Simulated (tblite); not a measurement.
# CH6NSi4: frequency calculation

The run: frequency calculation of CH6NSi4, multiplicity 2. Method and program: GFN2-xTB harmonic vibrations, gas phase (tblite 0.8.0).

It belongs to a series of runs on one base structure; here: H removed from Si.

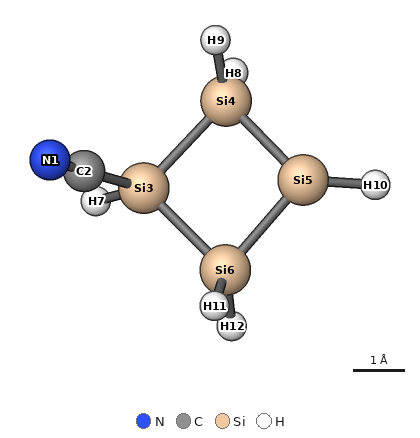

*The input geometry (ball-and-stick view, seen at a tilt; atoms are numbered from 1 in the order of the input).*

Bond lengths as drawn: C–N 1.15 Å, C–Si 1.86 Å, H–Si 1.47 to 1.48 Å and Si–Si 2.34 to 2.36 Å.

Input file
```
{"job": {"kind": "ir", "xc": "GFN2-xTB", "basis": "xTB"}, "charge": 0, "multiplicity": 2}
N      0.623327    -3.145749     1.472973
C      0.477044    -2.353976     0.654054
Si     0.223409    -0.998105    -0.589228
Si    -1.774161     0.167156    -0.131043
Si    -0.414966     1.908524     0.636713
Si     1.563255     0.865235    -0.048937
H      0.409666    -1.735774    -1.846628
H     -2.644678     0.308699    -1.312028
H     -2.673332    -0.405260     0.879610
H     -0.714965     3.340135     0.446205
H      2.571595     0.699844     1.006415
H      2.355003     1.348587    -1.194134
```

The first line tells a small driver script what to run in tblite; the rest is the geometry in Å.

Launched with:
```bash
OMP_NUM_THREADS=1 python <driver script> task.json out
```

What the program printed
```
mode    cm-1     km/mol
  1      48.5      2.55
  2      71.9      5.47
  3     108.9      6.13
  4     215.9     10.10
  5     237.5      6.27
  6     278.4      4.23
  7     291.9      0.27
  8     311.6      1.15
  9     350.4     51.72
 10     365.2     12.33
 11     365.7     11.41
 12     383.0      0.01
 13     398.8     16.61
 14     414.5      0.20
 15     434.6      4.45
 16     437.9      0.46
 17     533.6    178.24
 18     541.4     68.43
 19     603.6    557.03
 20     632.1      1.84
 21     663.6     37.49
 22     837.6    563.19
 23     850.6     12.15
 24    2104.3    424.83
 25    2120.5    122.80
 26    2124.3    527.85
 27    2168.0    186.73
 28    2176.8    305.99
 29    2183.2    370.87
 30    2313.9    182.16
```

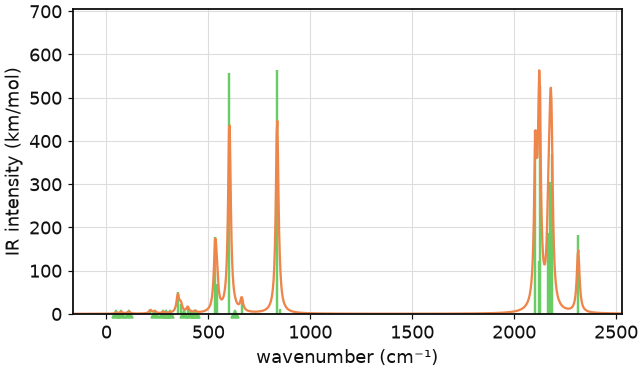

*Harmonic infrared spectrum, unscaled: sticks (degenerate modes added up, dark ones marked on the axis) with a Lorentzian envelope of 16 cm⁻¹ full width, scaled to the tallest stick.*

30 modes from 48 to 2314 cm⁻¹, none imaginary. The strongest line is at 838 cm⁻¹ (563 km/mol).

Results in brief

| quantity | value |
| --- | --- |
| outcome | converged |
| total energy | −404.6891 eV |
| zero-point energy | 35.1220 kcal/mol |
| hardware | 1 CPU thread, shared host |
| peak memory | 0.18 GiB |
